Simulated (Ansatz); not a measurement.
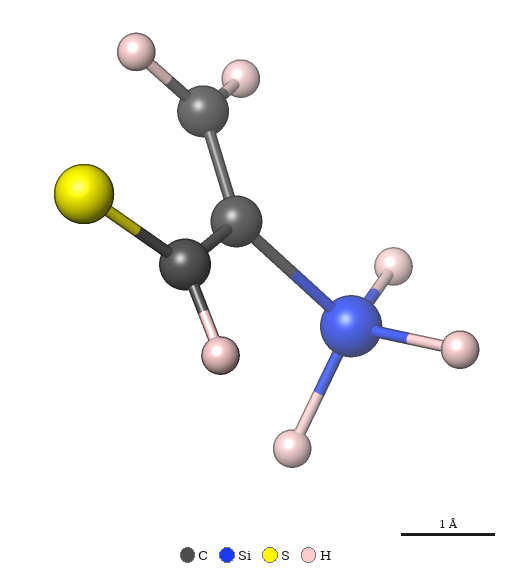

This is the input geometry for a relaxation of C3H6SSi. The picture is a ball-and-stick view, seen from a free direction.

The start comes from PBE-D4/def2-SVP.

The calculation used RKS PBE0-D4/def2-TZVP in Ansatz 0.2.0.

Input file:
```yaml
crystal:
  periodic: [false, false, false]
  atoms:
    - {symbol: C, position_ang: [-0.969454, 1.221835, 0.286529]}
    - {symbol: C, position_ang: [-0.218900, 0.170508, -0.139752]}
    - {symbol: Si, position_ang: [1.055409, -0.654383, 0.998309]}
    - {symbol: C, position_ang: [-0.361929, -0.375816, -1.504762]}
    - {symbol: S, position_ang: [-1.366128, 0.146470, -2.694065]}
    - {symbol: H, position_ang: [-0.868326, 1.637391, 1.301563]}
    - {symbol: H, position_ang: [-1.706831, 1.682984, -0.396140]}
    - {symbol: H, position_ang: [0.726827, -2.113832, 1.167784]}
    - {symbol: H, position_ang: [1.044283, 0.028595, 2.336878]}
    - {symbol: H, position_ang: [2.429200, -0.558989, 0.389780]}
    - {symbol: H, position_ang: [0.301249, -1.241764, -1.725524]}
basis:
  gaussian: {orbitals: def2-TZVP}
hamiltonian: {xc: pbe0, dispersion: d4}
relax: {f_tol: 0.005, max_steps: 150}
```

Run as
```bash
ansatz run in.yaml --threads 4 --pin off --events-out ev --progress --plain --max-ram 10444MiB
```

Predict the outcome.

Over 15 accepted moves (19 points after the start) the energy falls by 1.54 kcal/mol. The largest force component goes from 0.7 to 0.0035 eV/Å. The line search rejected the trial steps at points 4, 11, 14, 18 of the run. The largest moves after the best rigid fit, 0.44 Å, are those of S5 and H11. Largest moves by element: S 0.44 Å, H 0.43 Å, C 0.06 Å, Si 0.06 Å. Near-neighbour distances that change, for instance: C4–S5 1.642 → 1.617 Å, C1–C2 1.360 → 1.339 Å, C2–Si3 1.897 → 1.876 Å, Si3–H10 1.506 → 1.486 Å. Groups turn about C2–C4 by about 25°. The run took 81 s on 4 threads of Arm Neoverse V1, on a shared host.

Final geometry:

```xyz
11

C    -0.9865    1.1632    0.2985
C    -0.2159    0.1608   -0.1418
Si    1.0826   -0.6116    0.9706
C    -0.3978   -0.3961   -1.4823
S    -0.9947    0.3635   -2.7787
H    -0.8651    1.5835    1.2907
H    -1.7705    1.5767   -0.3308
H     0.7897   -2.0584    1.1533
H     1.0611    0.0827    2.2824
H     2.4305   -0.4887    0.3564
H    -0.0680   -1.4325   -1.5978
```

The end point in the same view:

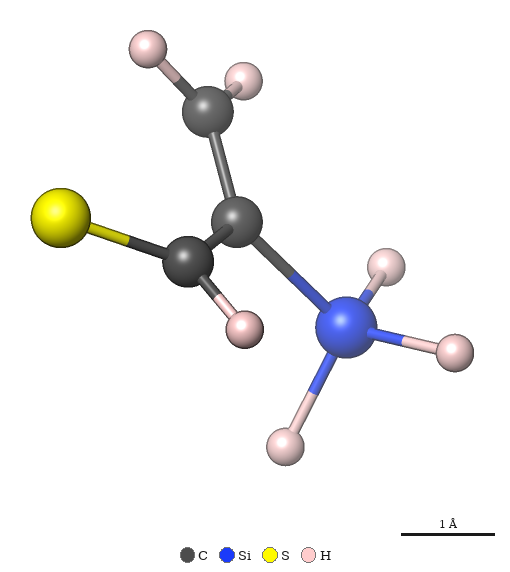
